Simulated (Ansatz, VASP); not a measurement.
## NaF (Villiaumite): VASP beside Ansatz

One calculation is typed for both programs; each brings its own data sets and cutoff. How far apart do they land?

Calculated with Ansatz 0.2.0; plane waves, with VASP 6.6.1 beside it; single point at PBE.

**1. The starting structure**

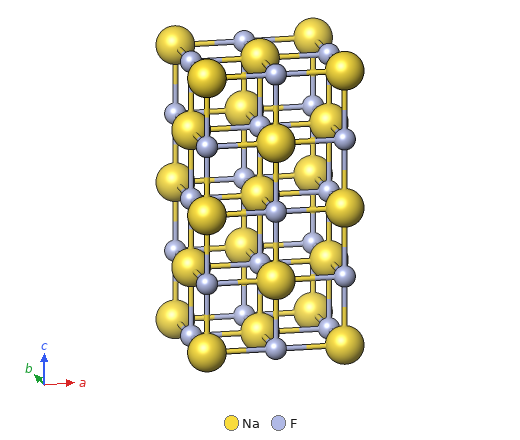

The starting structure, seen slightly off an axis (sodium yellow, fluorine light blue). 1×1×2 cells are drawn. This picture shows the conventional cell, with its axes. Some periodic images of atoms are drawn too.

Structure file:

```cif
data_structure
_symmetry_space_group_name_H-M 'P 1'
_symmetry_Int_Tables_number 1
_cell_length_a 3.2810
_cell_length_b 3.2810
_cell_length_c 3.2810
_cell_angle_alpha 60.000
_cell_angle_beta 60.000
_cell_angle_gamma 60.000
_cell_volume 24.97
loop_
_atom_site_label
_atom_site_type_symbol
_atom_site_fract_x
_atom_site_fract_y
_atom_site_fract_z
_atom_site_occupancy
Na1 Na 0.00000 0.00000 0.00000 1
F2 F 0.50000 0.50000 0.50000 1
```

**2. Ansatz: single point, PBE**

Ansatz runs on its default PAW (the set named soft_2) files.

A single point gives forces, pressure and levels at one fixed geometry, so differences don't come from the geometry; what else differs is listed under the comparison.

File input.yaml:

```yaml
crystal:
  lattice:
    - [0.0, 2.32, 2.32]
    - [2.32, 0.0, 2.32]
    - [2.32, 2.32, 0.0]
  atoms:
    - { symbol: Na, position: [0.0, 0.0, 0.0] }
    - { symbol: F, position: [0.5, 0.5, 0.5] }
hamiltonian:
  xc: pbe
  pseudopotentials: { kind: paw }
kpoints:
  mp_grid: { grid: [7, 7, 7] }
scf:
  occupations: { method: gaussian, width: 0.01 }
  n_extra_bands: 4
output:
  forces: true
  stress: true
  eigenvalues: true
```

On the command line:

```console
$ ansatz run input.yaml --threads 2 --pin off --max-ram 4608MiB --backend cpu --events-out ev --progress --plain --runs-dir out
```

Numbers of over 12 decimals in the logs are rounded to 6 here.

Log:

```text
scf.n_extra_bands = 4 over 8 filled bands (N_el = 16.0): the run solves 12 bands
Engine: ansatz 0.2.0, aarch64-unknown-linux-gnu
Pseudopotentials: kind: paw
Pseudopotential: Na, paw, valence charge 9, recommended cutoff 420 eV (normal), Na.paw.azcp
Pseudopotential: F, paw, valence charge 7, recommended cutoff 420 eV (normal), F.paw.azcp
Functional definition: PBE
  parameter kappa = 0.804
  parameter beta = 0.066725
  exchange = pbe_x(kappa = kappa, mu = beta*pi^2/3)
  correlation = pbe_c(beta = beta)
Crystal: 2 atoms, lattice volume = 24.974 Å³
Basis set: ecut = 420 eV, 531 PW (Γ), exchange–correlation on 48×48×48 points (8 copies of the dense FFT grid, shifted against one another)
Bands: 12, of which v1, the nominal top of the filled ones, is band 8 counted from 1 (7 counted from 0)
Symmetry: 48 space group operations
Space group: Fm-3m (ITA 225), of the structure as read, at distance tolerance 2.9e-5 Å
k-points: 20 of 343
Non-local potential: Na, projectors of the file, l = 0: 3, l = 1: 2, l = 2: 1
Non-local potential: F, projectors of the file, l = 0: 2, l = 1: 2, l = 2: 1
PAW form: soft (Blöchl's): semilocal exchange-correlation on the pseudo side does not see the compensation charge
PAW one-centre angular grid: Na, 110 points (default); XC on 64 Gauss nodes
PAW one-centre angular grid: F, 110 points (default); XC on 64 Gauss nodes
Initial density: superposition of atomic densities (neutral atoms: chi_scale 0, normalization atom), corrected by the library's trained network
Initial wavefunctions: pseudopotential atomic-orbital guess
Functional: x = pbe(κ = 0.804, μ = 0.219515), c = pbe(β = 0.066725)
SCF iter   1: F=—  HF=-2297.425772 eV  |F-HF|=—  |Δ(HF+E_count)|=         —  Δρ=7.71e-4  dr2=9.96e-5  ethr=1.77e-3  ⟨swp⟩=5.9  Hψ=1366  notcnv=0
preconditioner: auto → none  [insulator: Δε(μ)=6.290 eV  Ē_g=26.382 eV  σ=0.010 eV  W_gap=1.00  n_scr=8 (ndim 8)  ℏωp=27.8 eV  f_vac=0.108  D(μ)=0.00/eV (n_scr^D=0)  ε∞_Penn≈2.1]
SCF iter   2: F=—  HF=-2297.425429 eV  |F-HF|=—  |Δ(HF+E_count)|=   3.43e-4  Δρ=1.07e-3  dr2=1.63e-4  ethr=6.23e-7  ⟨swp⟩=2.2  Hψ=647  notcnv=0
SCF iter   3: F=—  HF=-2297.425398 eV  |F-HF|=—  |Δ(HF+E_count)|=   3.15e-5  Δρ=3.56e-4  dr2=1.55e-5  ethr=6.23e-7  ⟨swp⟩=2.0  Hψ=305  notcnv=0
SCF iter   4: F=—  HF=-2297.425412 eV  |F-HF|=—  |Δ(HF+E_count)|=   1.44e-5  Δρ=3.78e-5  dr2=1.18e-7  ethr=9.69e-8  ⟨swp⟩=2.4  Hψ=332  notcnv=0
SCF iter   5: F=—  HF=-2297.425413 eV  |F-HF|=—  |Δ(HF+E_count)|=   1.19e-6  Δρ=4.29e-5  dr2=3.17e-7  ethr=7.38e-10  ⟨swp⟩=2.0  Hψ=390  notcnv=0
SCF iter   6: F=-2297.425413 eV  HF=-2297.425413 eV  |F-HF|=3.91e-8  |Δ(HF+E_count)|=   8.24e-8  Δρ=1.58e-5  dr2=4.35e-8  ethr=6.25e-10  ⟨swp⟩=2.0  Hψ=772  notcnv=0
SCF 1 converged in 6 iterations: F = -2297.425413 eV  dr2 = 4.35e-8
  greatest PAW one-centre occupation: 0.999 electrons in one spin orbital (limit 2), on the Na atom at site 0 (counted from 0), in its partial waves of l = 0
SCF converged after 6 iterations
Free energy (F): -2297.425413 eV
Harris-Foulkes:  -2297.425413 eV  (|F-HF|=3.91e-8)
Internal energy: -2297.425413 eV  (E = F + TS)
E sigma→0 (E₀):  -2297.425413 eV
Fermi energy:    4.138260 eV
--- Per-component energies (eV) ---
  E_band       = -233.989298
  E_kinetic    = 329.222153
  E_local      = -1695.165097  (includes V_loc(G=0)·N_el)
  E_nonlocal   = 188.700752
  E_hartree    = 601.563367
  E_xc         = -120.198480
  E_vxc        = -154.181783  (∫ρ·V_xc dr)
  E_paw        = -463.639220  (= ΣΔE_a)
  E_vpaw       = -105.687618  (= ΣTr[D̂ρ^β])
  E_aug_tail   = 0.002013  (compensation charges beyond the density's cutoff)
  E_ewald      = -1137.910901
  E_smearing   = -0.000000  (= −TS)
  E_closure    = -0.000000  (closes the sum)
  Σ components = -2297.425413   (vs F -2297.425413, Δ=0.00e0)
--- Forces (eV/Å), atoms counted from 1 ---
  atom   1  Na    -0.00000000    -0.00000000    -0.00000000
  atom   2  F      0.00000000    -0.00000000     0.00000000
  max |Σ_I F_I| component: 3.90e-29 eV/Å
--- Stress (GPa, compression-positive) ---
        1.923035       0.000000       0.000000
        0.000000       1.923035      -0.000000
        0.000000       0.000000       1.923035
  P = ⅓ Tr σ = 1.9230 GPa (19.230 kbar)
--- Band table (eV; the first three rows and the last of 20) ---
  k-point 0: bands = [... 4 lower, -17.9650, 0.9908, 0.9908, 0.9908, 7.2857, 19.9515, 19.9515, 19.9515]
  k-point 1: bands = [... 4 lower, -17.6935, 0.6216, 0.9430, 0.9430, 7.9822, 17.8994, 20.2530, 20.2530]
  k-point 2: bands = [... 4 lower, -17.3937, -0.0606, 0.8368, 0.8368, 9.5859, 15.6082, 20.8337, 20.8337]
  k-point 19: bands = [... 4 lower, -17.4704, 0.0622, 0.1010, 0.5305, 13.8099, 14.2183, 16.1983, 18.5782]
```

It took 0.32 s on 2 threads of Arm Neoverse V2, shared host; peak memory 0.25 GiB; 0.52 s of CPU time.

The run ends at a pressure of 1.92 GPa.

**3. VASP: single point, PBE**

The same cell, functional, mesh and smearing now go to VASP, with its own data sets and cutoff.

Lines of VASP's logs that name or quote its potential files are left out, and so is its time.

File INCAR:

```
SYSTEM = NaF
PREC = Accurate
ENCUT = 520
EDIFF = 1E-07
NELM = 100
ISMEAR = 0
SIGMA = 0.01
LREAL = .FALSE.
ALGO = Normal
GGA = PE
NBANDS = 13
LORBIT = 11
LWAVE = .FALSE.
LCHARG = .FALSE.
KPAR = 2
```

File POSCAR:

```
NaF
1.0
    0.0000000000      2.3200000000      2.3200000000
    2.3200000000      0.0000000000      2.3200000000
    2.3200000000      2.3200000000      0.0000000000
Na F
1 1
Direct
    0.0000000000      0.0000000000      0.0000000000
    0.5000000000      0.5000000000      0.5000000000
```

File KPOINTS:

```
Automatic mesh
0
Gamma
7 7 7
0 0 0
```

The projector-augmented-wave data sets are Na_pv and F (PBE family, release 64).

On the command line:

```console
$ mpirun -np 2 vasp_std
```

Log:

```text
[banner, memory and clock lines left out]
running    2 mpi-ranks, on    1 nodes
 distrk:  each k-point on    1 cores,    2 groups
 distr:  one band on    1 cores,    1 groups

 POSCAR found type information on POSCAR NaF
 POSCAR found :  2 types and       2 ions
 LDA part: xc-table for (Slater+PW92), standard interpolation
 POSCAR, INCAR and KPOINTS ok, starting setup
 FFT: planning ... GRIDC
 FFT: planning ... GRID_SOFT
 FFT: planning ... GRID
 WAVECAR not read
 entering main loop
       N       E                     dE             d eps       ncg     rms          rms(c)
DAV:   1     0.113868635920E+03    0.11387E+03   -0.79738E+03   520   0.132E+03
DAV:   2    -0.347325067374E+01   -0.11734E+03   -0.10821E+03   568   0.346E+02
DAV:   3    -0.940904427643E+01   -0.59358E+01   -0.59229E+01   620   0.763E+01
DAV:   4    -0.945845880439E+01   -0.49415E-01   -0.49411E-01   570   0.740E+00
DAV:   5    -0.945897925897E+01   -0.52045E-03   -0.52045E-03   645   0.789E-01    0.542E+00
DAV:   6    -0.857094436207E+01    0.88803E+00   -0.32752E+00   595   0.159E+01    0.183E+00
DAV:   7    -0.856075433356E+01    0.10190E-01   -0.28128E-02   560   0.215E+00    0.105E+00
DAV:   8    -0.856216172111E+01   -0.14074E-02   -0.28840E-02   525   0.364E+00    0.140E-01
DAV:   9    -0.856286806257E+01   -0.70634E-03   -0.40265E-03   600   0.608E-01    0.114E-01
DAV:  10    -0.856277801380E+01    0.90049E-04   -0.68350E-04   535   0.316E-01    0.134E-02
DAV:  11    -0.856277643870E+01    0.15751E-05   -0.22578E-05   615   0.748E-02    0.287E-03
DAV:  12    -0.856277675840E+01   -0.31971E-06   -0.13970E-06   545   0.156E-02    0.205E-03
DAV:  13    -0.856277658187E+01    0.17654E-06   -0.32246E-07   545   0.522E-03    0.594E-04
DAV:  14    -0.856277653585E+01    0.46019E-07   -0.25779E-08   325   0.247E-03
   1 F= -.85627765E+01 E0= -.85627765E+01  d E =-.264745E-18
```

From OUTCAR (step 3):

```text
ion  position               nearest neighbor table
   1  0.000  0.000  0.000-   2 2.32   2 2.32   2 2.32   2 2.32   2 2.32   2 2.32
   2  0.500  0.500  0.500-   1 2.32   1 2.32   1 2.32   1 2.32   1 2.32   1 2.32

  LATTYP: Found a face centered cubic cell.
 ALAT       =     4.6400000000

 Subroutine GETGRP returns: Found 48 space group operations
 (whereof 48 operations were pure point group operations)

The static configuration has the point symmetry O_h .

 Found     20 irreducible k-points:

   k-points           NKPTS =     20   k-points in BZ     NKDIM =     20   number of bands    NBANDS=     13

   dimension x,y,z NGX =    24 NGY =   24 NGZ =   24
   dimension x,y,z NGXF=    48 NGYF=   48 NGZF=   48

   ENCUT  =  520.0 eV  38.22 Ry    6.18 a.u.   6.10  6.10  6.10*2*pi/ulx,y,z

   NELECT =      14.0000    total number of electrons

 k-points in reciprocal lattice and weights: Automatic mesh
   0.00000000  0.00000000  0.00000000       0.003
   0.14285714  0.00000000  0.00000000       0.023
   0.28571429  0.00000000  0.00000000       0.023
   0.42857143  0.00000000  0.00000000       0.023
   0.14285714  0.14285714  0.00000000       0.017
   0.28571429  0.14285714  0.00000000       0.070
   0.42857143  0.14285714  0.00000000       0.070
  -0.42857143  0.14285714  0.00000000       0.070
  -0.28571429  0.14285714  0.00000000       0.070
[...]
-0.42857143  0.42857143  0.14285714       0.070
  -0.28571429  0.42857143  0.14285714       0.070

 average (electrostatic) potential at core
       1 -46.9119       2 -77.4413

 E-fermi :  -2.0436

 k-point     1 :       0.0000    0.0000    0.0000
  band No.  band energies     occupation
    ...
      3     -21.0593      2.00000
      4     -21.0593      2.00000
      5      -2.1010      2.00000
      6      -2.1010      2.00000
      7      -2.1010      2.00000
      8       4.1776      0.00000
      9      16.8475      0.00000
     10      16.8475      0.00000
     11      16.8476      0.00000
     12      19.7029      0.00000
    ...

 k-point     2 :       0.1429    0.0000    0.0000
  band No.  band energies     occupation
    ...
      3     -21.0616      2.00000
      4     -20.7906      2.00000
      5      -2.4727      2.00000
      6      -2.1495      2.00000
      7      -2.1494      2.00000
      8       4.8760      0.00000
      9      14.7965      0.00000
     10      17.1503      0.00000
     11      17.1504      0.00000
     12      21.1749      0.00000
    ...

 k-point     3 :       0.2857    0.0000    0.0000
  band No.  band energies     occupation
    ...
      3     -21.0667      2.00000
      4     -20.4891      2.00000
      5      -3.1580      2.00000
      6      -2.2566      2.00000
      7      -2.2566      2.00000
      8       6.4827      0.00000
      9      12.5063      0.00000
     10      17.7345      0.00000
     11      17.7345      0.00000
     12      20.5526      0.00000
    ...

  Total        0.2818902      0.2818902      0.2818902      0.0000000      0.0000000      0.0000000
  in kB       18.0840854     18.0840854     18.0840854      0.0000000      0.0000000      0.0000000
  external PRESSURE =      18.0840854 kB  Pullay stress =       0.0000000 kB

  energy-cutoff  :      520.00
  volume of cell :       24.97
      direct lattice vectors                 reciprocal lattice vectors
     0.000000000  2.320000000  2.320000000    -0.215517241  0.215517241  0.215517241
     2.320000000  0.000000000  2.320000000     0.215517241 -0.215517241  0.215517241
     2.320000000  2.320000000  0.000000000     0.215517241  0.215517241 -0.215517241

 POSITION                                       TOTAL-FORCE (eV/Angst)
 -----------------------------------------------------------------------------------
      0.00000      0.00000      0.00000         0.000000     -0.000000      0.000000
      2.32000      2.32000      2.32000         0.000000      0.000000      0.000000
 -----------------------------------------------------------------------------------
    total drift:                                0.000000     -0.000000      0.000000

  FREE ENERGIE OF THE ION-ELECTRON SYSTEM (eV)
  ---------------------------------------------------
  free  energy   TOTEN  =        -8.5627765358 eV

  energy  without entropy=       -8.5627765358  energy(sigma->0) =       -8.56277654

 total charge
# of ion       s       p       d       tot
------------------------------------------
    1        0.050   5.994   0.000   6.044
    2        1.729   4.381   0.000   6.110
--------------------------------------------------
tot          1.778  10.375   0.000  12.154

[... 3 further parts left out ...]
```

The run ends at a pressure of 1.81 GPa.

**4. Comparison**

Known differences besides the PAW data sets themselves: the data sets hold 16 valence electrons in Ansatz (default PAW (the set named soft_2) files) and 14 in VASP; the cutoff is 420 eV in Ansatz and 520 eV in VASP; VASP leaves aspherical gradient terms in its spheres out (LASPH is not set), Ansatz keeps them. Total energies have different zeros and are not compared.

Both answers:

| quantity | Ansatz | VASP | difference |
| --- | --- | --- | --- |
| pressure (GPa) | 1.92 | 1.81 | +0.11 |
| gap on the k mesh (eV) | 6.295 | 6.279 | +0.016 |

Ansatz's pressure holds a Pulay correction of 0.46 GPa; VASP's holds none.

**5. What came out**

```yaml
difference_in_gap_on_the_k_mesh_single_point_pbe: 0.016 eV
```

In words: The difference in gap on the k mesh is 0.016 eV (single point, PBE), within the 0.08 eV picked in this series as the mark of a large difference. Differences of this kind measure data sets and numerical settings, not the functional's error against experiment.

[Lines on the potential files, build, host, timing and source positions are cut from VASP's logs without a mark.]

[Logs are printed without paths, hosts, clocks, repeated set-up lines and the standing remarks that a program may print on its own settings, such as how far it seeks lower states.]

[Hosts, paths, dates, database ids (printed as entryN), source tags and the programs' standing remarks are cut or masked in the printed files.]
